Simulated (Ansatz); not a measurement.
# RuBrF3: what a guessed cell relaxes into

Where does this trial cell of RuBrF3 go when cell and atoms are let free?

Method: DFT PBE, scalar-relativistic, plane waves, PAW, in Ansatz 0.2.0.

1 further run of the same task is left out (it didn't finish).

## (1) Starting point

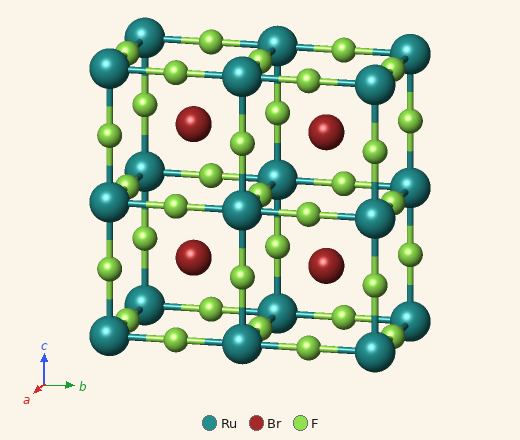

The starting structure, seen slightly off an axis (ruthenium teal, bromine red, fluorine green). 1×2×2 cells are drawn. Atoms on the faces are drawn again on the opposite ones.

Coordinates:

```cif
data_structure
_symmetry_space_group_name_H-M 'P 1'
_symmetry_Int_Tables_number 1
_cell_length_a 4.0560
_cell_length_b 4.0560
_cell_length_c 4.0560
_cell_angle_alpha 90.000
_cell_angle_beta 90.000
_cell_angle_gamma 90.000
_cell_volume 66.73
loop_
_atom_site_label
_atom_site_type_symbol
_atom_site_fract_x
_atom_site_fract_y
_atom_site_fract_z
_atom_site_occupancy
Ru1 Ru 0.00000 0.00000 0.00000 1
Br1 Br 0.50000 0.50000 0.50000 1
F1 F 0.50000 0.00000 0.00000 1
F2 F 0.00000 0.50000 0.00000 1
F3 F 0.00000 0.00000 0.50000 1
```

A structure generator made this guess: species swapped into a database cell of EuH3Pd (Pm-3m, No. 221), with Br on the Eu sites, F on the H sites and Ru on the Pd sites. The dimensions are guesses.

## (2) The guess as it stands, on a coarse mesh

input.yaml

```yaml
crystal:
  lattice:
    - [4.05598691, 0.0, 0.0]
    - [0.0, 4.05598691, 0.0]
    - [0.0, 0.0, 4.05598691]
  atoms:
    - { symbol: Ru, position: [0.0, 0.0, 0.0], spin: 1.0 }
    - { symbol: Br, position: [0.5, 0.5, 0.5] }
    - { symbol: F, position: [0.5, 0.0, 0.0] }
    - { symbol: F, position: [0.0, 0.5, 0.0] }
    - { symbol: F, position: [0.0, 0.0, 0.5] }
basis:
  ecutwfc: 420
kpoints:
  mp_grid: { grid: [4, 4, 4] }
hamiltonian:
  xc: pbe
scf:
  occupations: { method: gaussian, width: 0.1 }
  lower_state_search: "off"
output:
  forces: true
  stress: true
  eigenvalues: true
  populations: true
magnetization:
  spin_polarized: true
```

Command:

```
$ ansatz run input.yaml --threads 1 --pin off --max-ram 2560MiB --backend cpu --events-out ev --progress --plain --runs-dir out
```

The log of the run, shortened:

```text
Warning: RAYON_NUM_THREADS=1 ignored (pool sized by the plan → 1); use --threads N
[...]
Pseudopotentials: kind: paw
Pseudopotential: Ru, paw, valence charge 16, recommended cutoff 420 eV (normal), Ru.paw.azcp
Pseudopotential: Br, paw, valence charge 7, recommended cutoff 420 eV (normal), Br.paw.azcp
Pseudopotential: F, paw, valence charge 7, recommended cutoff 420 eV (normal), F.paw.azcp
Functional definition: PBE
[...]
Crystal: 5 atoms, lattice volume = 66.725 Å³
Basis set: ecut = 420 eV, 1309 PW (Γ), exchange–correlation on 60×60×60 points (8 copies of the dense FFT grid, shifted against one another)
Bands: 28, of which v1, the nominal top of the filled ones, is band 22 counted from 1 (21 counted from 0)
Symmetry: 48 space group operations
Space group: Pm-3m (ITA 221), of the structure as read, at distance tolerance 4.1e-5 Å
Magnetic group: BNS 221.92 (UNI 1594), of the structure as read, at distance tolerance 4.1e-5 Å
k-points: 10 of 64
[...]
Starting moments: Σ|m| = 1 μB on 1 of 5 sites
[...]
SCF iter   1: F=—  HF=-11084.081969 eV  |F-HF|=—  |Δ(HF+E_count)|=         —  Δρ=8.97e-2 (↑7.05e-2 ↓8.97e-2)  dr2=1.54e1  dr2_m=9.05e-2  M=0.841 μB ∫|m|=0.888 μB  β_m=0.30  ethr=3.10e-3  ⟨swp⟩=5.8  Hψ=2255  notcnv=0
[...]
spin=Collinear: Kerker preconditioning applied to the charge; magnetization (m = ρ↑ − ρ↓) channel mixes plain (no charge-response kernel on spin).
[...]
SCF converged after 21 iterations
an eigenvalue changed by more than its tolerance at an iteration that met the thresholds in force, so the SCF went on 1 time: the last check found none over its tolerance
Magnetization: 3.1803 μB (23.5901 up, 20.4099 down)
Absolute magnetization: 3.2005 μB (∫|ρ↑−ρ↓|, with the PAW one-centre terms)
Spin contamination: 0.0071 ħ² per cell (⟨S²⟩ above its minimum at these occupations)
Per-site moments (μB) at R_I (Å): [(1.4880979541713089, 0.8365473001875), (0.6599371264552862, 1.1830565374917594), (0.14231417760145573, 0.8365473001875), (0.1423141776014551, 0.8365473001875), (0.1423141776014555, 0.8365473001875)]
Free energy (F): -11082.157543 eV
[...]
E sigma→0 (E₀):  -11082.145420 eV
Entropy (-TS):   -0.024247 eV (-4.849 meV/atom)
Fermi energy:    7.936245 eV
[...]
--- Forces (eV/Å), atoms counted from 1 ---
  atom   1  Ru    -0.00000000     0.00000000     0.00000000
  atom   2  Br     0.00000000     0.00000000    -0.00000000
  atom   3  F      0.00000000    -0.00000000    -0.00000000
  atom   4  F      0.00000000    -0.00000000     0.00000000
  atom   5  F      0.00000000     0.00000000     0.00000000
[...]
--- Stress (GPa, compression-positive) ---
       10.276287      -0.000000       0.000000
        0.000000      10.276287       0.000000
        0.000000       0.000000      10.276287
  P = ⅓ Tr σ = 10.2763 GPa (102.763 kbar)
--- Band table (eV; the first three rows and the last of 20) ---
[... band rows left out ...]
[...]
--- Löwdin populations: 5 sites ---
  site symbol       q [e]    m [muB]
     0     Ru     14.5902     1.8801
     1     Br      7.0522     0.8134
     2      F      7.4075     0.1510
     3      F      7.4075     0.1510
     4      F      7.4075     0.1510
  spilling = 0.003072 (of n_electrons = 44.000000)
```

It took 11 s on 1 thread of Intel Xeon at 2.50GHz (Skylake/Cascade Lake), shared host; peak memory 0.35 GiB.

Site by site:

```tsv
atom	moment in the atom's sphere (μB)	Löwdin electrons
Ru1	1.49	14.59
Br2	0.66	7.05
F3	0.14	7.41
F4	0.14	7.41
F5	0.14	7.41
```

From the probe: pressure 10.3 GPa, largest force 0.00 eV/Å, gap on this mesh none (metal). A cheap, loose relaxation comes first.

## (3) A loose first relaxation

input.yaml, as its differences from that of step 2:

```diff
@@ -27 +27,6 @@
   spin_polarized: true
+relax:
+  adjacent_minimum: "off"
+  f_tol: 0.04
+  max_steps: 70
+  cell: { stress_tol: 0.4 }
```

Command:

```
$ ansatz run input.yaml --threads 1 --pin off --max-ram 2560MiB --backend cpu --events-out ev --progress --plain --runs-dir out
```

The log of the run:

```text
Warning: RAYON_NUM_THREADS=1 ignored (pool sized by the plan → 1); use --threads N
Engine: ansatz 0.2.0, x86_64-unknown-linux-gnu
Pseudopotentials: kind: paw
Pseudopotential: Ru, paw, valence charge 16, recommended cutoff 420 eV (normal), Ru.paw.azcp
Pseudopotential: Br, paw, valence charge 7, recommended cutoff 420 eV (normal), Br.paw.azcp
Pseudopotential: F, paw, valence charge 7, recommended cutoff 420 eV (normal), F.paw.azcp
Functional definition: PBE
  parameter kappa = 0.804
  parameter beta = 0.06672455060314922
  exchange = pbe_x(kappa = kappa, mu = beta*pi^2/3)
  correlation = pbe_c(beta = beta)
Crystal: 5 atoms, lattice volume = 66.725 Å³
Basis set: ecut = 420 eV, 1309 PW (Γ), exchange–correlation on 60×60×60 points (8 copies of the dense FFT grid, shifted against one another)
Bands: 28, of which v1, the nominal top of the filled ones, is band 22 counted from 1 (21 counted from 0)
Symmetry: 48 space group operations
Space group: Pm-3m (ITA 221), of the structure as read, at distance tolerance 4.1e-5 Å
Magnetic group: BNS 221.92 (UNI 1594), of the structure as read, at distance tolerance 4.1e-5 Å
k-points: 10 of 64
Non-local potential: Ru, projectors of the file, l = 0: 3, l = 1: 2, l = 2: 2, l = 3: 1
Non-local potential: Br, projectors of the file, l = 0: 2, l = 1: 2, l = 2: 2
Non-local potential: F, projectors of the file, l = 0: 2, l = 1: 2, l = 2: 1
PAW form: soft (Blöchl's): semilocal exchange-correlation on the pseudo side does not see the compensation charge
PAW one-centre angular grid: Ru, 590 points (default); XC on 64 Gauss nodes
PAW one-centre angular grid: Br, 110 points (default); XC on 64 Gauss nodes
PAW one-centre angular grid: F, 110 points (default); XC on 64 Gauss nodes
Initial density: superposition of atomic densities (chi_scale 0.1, normalization cell, long waves kept (reshape's long-wave potential 0.02 eV rms))
Starting moments: Σ|m| = 1 μB on 1 of 5 sites
Initial wavefunctions: pseudopotential atomic-orbital guess
Functional: x = pbe(κ = 0.804, μ = 0.2195149727645171), c = pbe(β = 0.06672455060314922)
SCF iter   1: F=—  HF=-11084.081969 eV  |F-HF|=—  |Δ(HF+E_count)|=         —  Δρ=8.97e-2 (↑7.05e-2 ↓8.97e-2)  dr2=1.54e1  dr2_m=9.05e-2  M=0.841 μB ∫|m|=0.888 μB  β_m=0.30  ethr=3.10e-3  ⟨swp⟩=5.8  Hψ=2255  notcnv=0
preconditioner: auto → Kerker (q_TF=auto, 2.545 Å⁻¹)  [metal: Δε(μ)=0.033 eV  Ē_g=12.628 eV  σ=0.100 eV  W_gap=0.18  n_scr=18 (ndim 8)  ℏωp=27.3 eV  f_vac=0.000  D(μ)=8.52/eV (n_scr^D=122)]
spin=Collinear: Kerker preconditioning applied to the charge; magnetization (m = ρ↑ − ρ↓) channel mixes plain (no charge-response kernel on spin).
SCF iter   2: F=—  HF=-11082.511604 eV  |F-HF|=—  |Δ(HF+E_count)|=    1.57e0  Δρ=4.07e-2 (↑4.07e-2 ↓3.74e-2)  dr2=6.00e0  dr2_m=9.37e-2  M=1.362 μB ∫|m|=1.374 μB  β_m=1.00  ethr=3.10e-3  ⟨swp⟩=2.1  Hψ=1245  notcnv=0  defer=15
SCF iter   3: F=—  HF=-11082.112065 eV  |F-HF|=—  |Δ(HF+E_count)|=   4.00e-1  Δρ=2.86e-2 (↑2.86e-2 ↓2.67e-2)  dr2=2.11e0  dr2_m=4.58e-2  M=1.734 μB ∫|m|=1.748 μB  β_m=1.00  ethr=3.10e-3  ⟨swp⟩=1.9  Hψ=787  notcnv=0  defer=14
SCF iter   4: F=—  HF=-11083.178594 eV  |F-HF|=—  |Δ(HF+E_count)|=    1.07e0  Δρ=9.17e-2 (↑3.99e-2 ↓9.17e-2)  dr2=2.52e1  dr2_m=6.05e-1  M=0.791 μB ∫|m|=0.818 μB  β_m=0.30  ethr=3.10e-3  ⟨swp⟩=2.5  Hψ=906  notcnv=0  defer=14
SCF iter   5: F=—  HF=-11082.039224 eV  |F-HF|=—  |Δ(HF+E_count)|=    1.14e0  Δρ=1.79e-2 (↑1.79e-2 ↓1.63e-2)  dr2=8.57e-1  dr2_m=3.10e-2  M=1.768 μB ∫|m|=1.782 μB  β_m=1.00  ethr=3.10e-3  ⟨swp⟩=2.0  Hψ=829  notcnv=0  defer=10
SCF iter   6: F=—  HF=-11082.046787 eV  |F-HF|=—  |Δ(HF+E_count)|=   7.56e-3  Δρ=1.29e-2 (↑8.88e-3 ↓1.29e-2)  dr2=5.46e-1  dr2_m=1.92e-2  M=2.119 μB ∫|m|=2.133 μB  β_m=1.00  ethr=1.95e-3  ⟨swp⟩=1.9  Hψ=670  notcnv=0  defer=8
SCF iter   7: F=—  HF=-11082.068891 eV  |F-HF|=—  |Δ(HF+E_count)|=   2.21e-2  Δρ=1.14e-2 (↑7.30e-3 ↓1.14e-2)  dr2=3.56e-1  dr2_m=2.29e-2  M=2.476 μB ∫|m|=2.489 μB  β_m=1.00  ethr=1.24e-3  ⟨swp⟩=1.5  Hψ=657  notcnv=0  defer=10
SCF iter   8: F=—  HF=-11082.095992 eV  |F-HF|=—  |Δ(HF+E_count)|=   2.71e-2  Δρ=1.03e-2 (↑6.37e-3 ↓1.03e-2)  dr2=2.12e-1  dr2_m=2.50e-2  M=2.804 μB ∫|m|=2.816 μB  β_m=1.00  ethr=8.09e-4  ⟨swp⟩=1.1  Hψ=592  notcnv=0  defer=11
SCF iter   9: F=—  HF=-11082.182663 eV  |F-HF|=—  |Δ(HF+E_count)|=   8.67e-2  Δρ=2.16e-2 (↑1.07e-2 ↓2.16e-2)  dr2=1.44e0  dr2_m=2.99e-2  M=2.798 μB ∫|m|=2.817 μB  β_m=1.00  ethr=4.82e-4  ⟨swp⟩=1.9  Hψ=705  notcnv=0  defer=11
SCF iter  10: F=—  HF=-11082.096111 eV  |F-HF|=—  |Δ(HF+E_count)|=   8.66e-2  Δρ=6.47e-3 (↑6.47e-3 ↓6.14e-3)  dr2=4.50e-2  dr2_m=1.98e-2  M=3.038 μB ∫|m|=3.052 μB  β_m=1.00  ethr=4.82e-4  ⟨swp⟩=1.9  Hψ=778  notcnv=0  defer=11
SCF iter  11: F=—  HF=-11082.136285 eV  |F-HF|=—  |Δ(HF+E_count)|=   4.02e-2  Δρ=6.91e-3 (↑3.14e-3 ↓6.91e-3)  dr2=2.33e-2  dr2_m=1.49e-2  M=3.155 μB ∫|m|=3.172 μB  β_m=0.30  ethr=1.02e-4  ⟨swp⟩=1.5  Hψ=637  notcnv=0  defer=12
Mixer restart at iter 11: flushing history
spin-set hold released at iteration 11 (site moments contracting): the magnetisation degrees of freedom join the quasi-Newton model from the next iteration; the mixer history was flushed
SCF iter  12: F=—  HF=-11082.145852 eV  |F-HF|=—  |Δ(HF+E_count)|=   9.57e-3  Δρ=2.50e-3 (↑2.35e-3 ↓2.50e-3)  dr2=6.02e-4  dr2_m=3.39e-3  M=3.164 μB ∫|m|=3.182 μB  β_m=0.40  ethr=5.29e-5  ⟨swp⟩=1.4  Hψ=581  notcnv=0  defer=12
SCF iter  13: F=—  HF=-11082.152998 eV  |F-HF|=—  |Δ(HF+E_count)|=   7.15e-3  Δρ=4.04e-3 (↑1.38e-3 ↓4.04e-3)  dr2=1.43e-2  dr2_m=4.16e-3  M=3.175 μB ∫|m|=3.193 μB  β_m=0.40  ethr=1.37e-6  ⟨swp⟩=2.1  Hψ=961  notcnv=0  defer=12
SCF iter  14: F=—  HF=-11082.156103 eV  |F-HF|=—  |Δ(HF+E_count)|=   3.10e-3  Δρ=5.13e-4 (↑3.42e-4 ↓5.13e-4)  dr2=1.46e-4  dr2_m=8.63e-5  M=3.180 μB ∫|m|=3.200 μB  β_m=0.68  ethr=1.37e-6  ⟨swp⟩=2.0  Hψ=1000  notcnv=0  defer=12
SCF iter  15: F=—  HF=-11082.156124 eV  |F-HF|=—  |Δ(HF+E_count)|=   2.16e-5  Δρ=3.70e-4 (↑1.69e-4 ↓3.70e-4)  dr2=1.37e-4  dr2_m=3.14e-5  M=3.180 μB ∫|m|=3.200 μB  β_m=0.84  ethr=3.31e-7  ⟨swp⟩=2.3  Hψ=1005  notcnv=0  defer=12
SCF iter  16: F=—  HF=-11082.156134 eV  |F-HF|=—  |Δ(HF+E_count)|=   9.19e-6  Δρ=7.31e-5 (↑2.74e-5 ↓7.31e-5)  dr2=9.72e-6  dr2_m=7.71e-7  M=3.180 μB ∫|m|=3.202 μB  β_m=0.92  ethr=3.11e-7  ⟨swp⟩=1.1  Hψ=544  notcnv=0  defer=12
SCF iter  17: F=—  HF=-11082.157543 eV  |F-HF|=—  |Δ(HF+E_count)|=   1.41e-3  Δρ=3.12e-5 (↑3.12e-5 ↓2.32e-5)  dr2=1.07e-6  dr2_m=3.32e-8  M=3.180 μB ∫|m|=3.201 μB  β_m=0.83  ethr=2.21e-8  ⟨swp⟩=2.8  Hψ=990  notcnv=0  defer=12
SCF iter  18: F=—  HF=-11082.157543 eV  |F-HF|=—  |Δ(HF+E_count)|=   6.32e-8  Δρ=1.73e-5 (↑1.71e-5 ↓1.73e-5)  dr2=1.92e-7  dr2_m=4.17e-8  M=3.180 μB ∫|m|=3.201 μB  β_m=0.91  ethr=2.44e-9  ⟨swp⟩=2.2  Hψ=738  notcnv=0  defer=12
SCF iter  19: F=—  HF=-11082.157543 eV  |F-HF|=—  |Δ(HF+E_count)|=   1.55e-7  Δρ=1.90e-5 (↑8.80e-6 ↓1.90e-5)  dr2=7.09e-7  dr2_m=4.32e-8  M=3.180 μB ∫|m|=3.201 μB  β_m=0.78  ethr=2.27e-10  ⟨swp⟩=7.8  Hψ=2321  notcnv=0  recentre
iter 20 did not close the SCF: its close was put off until two iterations running show no level that it waits for move by more than its bar (scf_convergence_deferred on its scf_iter line)
SCF iter  20: F=-11082.157543 eV  HF=-11082.157543 eV  |F-HF|=3.06e-8  |Δ(HF+E_count)|=   2.63e-8  Δρ=4.13e-6 (↑3.10e-6 ↓4.13e-6)  dr2=4.33e-8  dr2_m=1.64e-9  M=3.180 μB ∫|m|=3.201 μB  β_m=0.89  ethr=2.27e-10  ⟨swp⟩=2.9  Hψ=1849  notcnv=0
SCF iter  21: F=-11082.157543 eV  HF=-11082.157543 eV  |F-HF|=8.00e-11  |Δ(HF+E_count)|=   2.25e-9  Δρ=4.79e-7 (↑2.83e-7 ↓4.79e-7)  dr2=6.05e-10  dr2_m=2.09e-11  M=3.180 μB ∫|m|=3.201 μB  ethr=9.84e-11  ⟨swp⟩=2.0  Hψ=1567  notcnv=0
SCF 1 converged in 21 iterations: F = -11082.157543 eV  dr2 = 6.05e-10
relax step   1: F+E_penalty+E_count = -11082.15754334 eV  Δ(F+E_penalty+E_count) = +0.000e0 eV  max|allowed force component| = 5.259e-29 eV/Å  Δτ_max = 0.0000 Å  P = +10.276 GPa  Ω = 66.725 Å³  (21 SCF iters, dr2 threshold 1.00e-7 eV, accepted)
[... 18 lines left out ...]
relax step   2: F+E_penalty+E_count = -11082.30338652 eV  Δ(F+E_penalty+E_count) = -1.458e-1 eV  max|allowed force component| = 2.971e-30 eV/Å  Δτ_max = 0.0000 Å  P = +0.940 GPa  Ω = 71.617 Å³  energy of the carried Pulay correction = -1.643e-2 eV  (9 SCF iters, dr2 threshold 5.00e-7 eV, accepted)
[... 12 lines left out ...]
relax step   3: F+E_penalty+E_count = -11082.30347356 eV  Δ(F+E_penalty+E_count) = -8.704e-5 eV  max|allowed force component| = 1.920e-30 eV/Å  Δτ_max = 0.0000 Å  P = +0.155 GPa  Ω = 72.150 Å³  energy of the carried Pulay correction = -1.815e-2 eV  (7 SCF iters, dr2 threshold 5.00e-7 eV, accepted)
[... 13 lines left out ...]
relax step   4: F+E_penalty+E_count = -11082.33368448 eV  Δ(F+E_penalty+E_count) = -3.021e-2 eV  max|allowed force component| = 4.444e-30 eV/Å  Δτ_max = 0.0000 Å  P = +0.917 GPa  Ω = 72.150 Å³  stress off target by 9.17e-1 GPa  SCF on the basis re-selected at this cell (its energy is not comparable with the rows above)  (8 SCF iters)
[... 14 lines left out ...]
relax step   5: F+E_penalty+E_count = -11082.33362064 eV  Δ(F+E_penalty+E_count) = +6.384e-5 eV  max|allowed force component| = 1.525e-30 eV/Å  Δτ_max = 0.0000 Å  P = +0.129 GPa  Ω = 72.798 Å³  energy of the carried Pulay correction = -2.157e-3 eV  (8 SCF iters, dr2 threshold 5.00e-7 eV, accepted)
[... 9 lines left out ...]
relax step   6: F+E_penalty+E_count = -11082.33530912 eV  Δ(F+E_penalty+E_count) = -1.688e-3 eV  max|allowed force component| = 5.527e-30 eV/Å  Δτ_max = 0.0000 Å  P = +0.149 GPa  Ω = 72.798 Å³  stress off target by 1.49e-1 GPa  SCF on the basis re-selected at this cell (its energy is not comparable with the rows above)  (5 SCF iters)
basis re-selected at this cell: Δ(F+E_penalty+E_count) = -1.688e-3 eV, ΔP = +0.020 GPa vs the last step (what re-selecting the basis moved, of the pressure what is left beyond the Pulay correction that the steps carried, after the strain that the cell walked since its last selection, with what the two solves' SCF thresholds leave and, on support functions, any second-order correction that the steps lacked; it is no measure of the basis error at this ecutwfc). This SCF's stress stands 1.49e-1 GPa from its target on what of the cell is left free (relax.cell.stress_tol is 4.00e-1 GPa) and its largest allowed force component is 5.53e-30 eV/Å (relax.f_tol is 4.00e-2 eV/Å): within both
SCF converged after 5 iterations
Magnetization: 3.2744 μB (23.6372 up, 20.3628 down)
Absolute magnetization: 3.3013 μB (∫|ρ↑−ρ↓|, with the PAW one-centre terms)
Spin contamination: 0.0092 ħ² per cell (⟨S²⟩ above its minimum at these occupations)
Per-site moments (μB) at R_I (Å): [(1.581913632132533, 0.8611923791160849), (0.7098866283961585, 1.2179099423583195), (0.13332142900658359, 0.8611923791160849), (0.1333214290065832, 0.8611923791160849), (0.13332142900658328, 0.8611923791160849)]
Free energy (F): -11082.335309 eV
Harris-Foulkes:  -11082.335309 eV  (|F-HF|=1.98e-8)
Internal energy: -11082.304342 eV  (E = F + TS)
E sigma→0 (E₀):  -11082.319825 eV
Entropy (-TS):   -0.030967 eV (-6.193 meV/atom)
Fermi energy:    6.571688 eV
--- Per-component energies (eV) ---
  E_band       = -389.036695
  E_kinetic    = 1254.147603
  E_local      = -4301.665384  (includes V_loc(G=0)·N_el)
  E_nonlocal   = 638.573106
  E_hartree    = 1545.111337
  E_xc         = -686.538055
  E_vxc        = -639.084792  (∫ρ·V_xc dr)
  E_paw        = -6309.061574  (= ΣΔE_a)
  E_vpaw       = -431.237142  (= ΣTr[D̂ρ^β])
  E_aug_tail   = 0.005936  (compensation charges beyond the density's cutoff)
  E_ewald      = -3222.877310
  E_smearing   = -0.030967  (= −TS)
  E_closure    = -0.000000  (closes the sum)
  Σ components = -11082.335309   (vs F -11082.335309, Δ=0.00e0)
--- Forces (eV/Å), atoms counted from 1 ---
  atom   1  Ru     0.00000000    -0.00000000    -0.00000000
  atom   2  Br    -0.00000000     0.00000000     0.00000000
  atom   3  F      0.00000000    -0.00000000     0.00000000
  atom   4  F     -0.00000000     0.00000000    -0.00000000
  atom   5  F     -0.00000000     0.00000000    -0.00000000
  max |Σ_I F_I| component: 4.73e-30 eV/Å
--- Stress (GPa, compression-positive) ---
        0.148544      -0.000000      -0.000000
       -0.000000       0.148544       0.000000
       -0.000000       0.000000       0.148544
  P = ⅓ Tr σ = 0.1485 GPa (1.485 kbar)
--- Band table (eV; the first three rows and the last of 20) ---
  k-point 0 ↑: bands = ["-67.7741", "-37.7561", "-37.7561", "-37.7561", "-17.1440", "-16.8227", "-16.8227", "-7.0046", "0.6043", "0.6043", "0.6043", "2.0943", "2.0943", "2.0943", "2.3862", "2.3862", "2.3862", "4.1590", "4.1590", "4.1590", "5.2689", "5.2689", "6.2146", "6.2146", "6.2146", "11.4537", "15.5688", "15.5688"]
[... 3 lines left out ...]
--- Relaxed structure (4 steps of the walk, 4 accepted, 2 SCFs on fresh bases) ---
  F+E_penalty+E_count = -11082.33530912 eV   max|allowed force component| = 5.527e-30 eV/Å   (the final SCF, on the basis selected at the relaxed cell)
  cell:  # Å, volume = 72.7979 Å³
    - [4.175478201774957, 4.9753190230003596e-34, -1.5407439555097887e-33]
    - [2.407412430484045e-34, 4.175478201774957, 0.0]
    - [-1.4123486258839729e-33, 0.0, 4.175478201774957]
  atoms:
    - { symbol: Ru, position: [-4.127910507286707e-33, 7.0908892149710395e-34, 2.1525913688305165e-34] }
    - { symbol: Br, position: [0.5, 0.5, 0.5] }
    - { symbol: F, position: [0.5, -4.305182737661128e-34, 2.152591368830481e-34] }
    - { symbol: F, position: [-4.558428781052839e-34, 0.5, -1.6460992820468634e-34] }
    - { symbol: F, position: [-4.5584287810526235e-34, -5.064920867833434e-35, 0.5] }
--- Löwdin populations: 5 sites ---
  site symbol       q [e]    m [muB]
     0     Ru     14.5763     1.9587
     1     Br      7.0194     0.8577
     2      F      7.4236     0.1409
     3      F      7.4236     0.1409
     4      F      7.4236     0.1409
  spilling = 0.003034 (of n_electrons = 44.000000)
```

It took 39 s on 1 thread of Intel Xeon at 2.50GHz (Skylake/Cascade Lake), shared host; peak memory 0.37 GiB.

Step by step:

| step | energy from step 1 (eV/cell) | largest force component (eV/Å) | pressure (GPa) | volume (Å³) |
| --- | --- | --- | --- | --- |
| 1 | 0.0000 | 0.0000 | 10.28 | 66.73 |
| 2 | -0.1458 | 0.0000 | 0.94 | 71.62 |
| 3 | -0.1459 | 0.0000 | 0.15 | 72.15 |
| 4 | -0.1761 | 0.0000 | 0.92 | 72.15 |
| 5 | -0.1761 | 0.0000 | 0.13 | 72.80 |
| 6 | -0.1778 | 0.0000 | 0.15 | 72.80 |

Step 1 is the start. Steps 4, 6 each repeat the geometry before them on a plane-wave basis chosen anew, so the energy can jump there without any move.

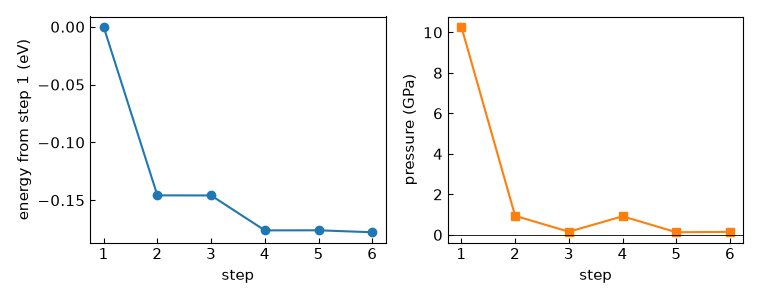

Energy and pressure along the relaxation.

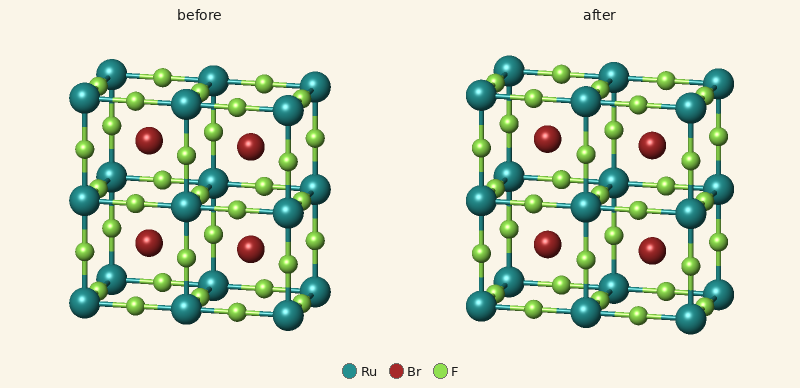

The structure before (left) and after (right) the relaxation, drawn at the same scale.

|  | before | after | change |
| --- | --- | --- | --- |
| a (Å) | 4.056 | 4.175 | +2.9 % |
| b (Å) | 4.056 | 4.175 | +2.9 % |
| c (Å) | 4.056 | 4.175 | +2.9 % |
| volume (Å³/atom) | 13.35 | 14.56 | +9.1 % |
| shortest distance (Å) | 2.028 | 2.088 | +2.9 % |
| space group (0.01 Å) | Pm-3m | Pm-3m | same |

The run keeps the 48 symmetry operations of the start, so it could not have lowered the symmetry.

Site by site:

```tsv
atom	moment in the atom's sphere (μB)	Löwdin electrons
Ru1	1.58	14.58
Br2	0.71	7.02
F3	0.13	7.42
F4	0.13	7.42
F5	0.13	7.42
```

[end of part 1 of 2]
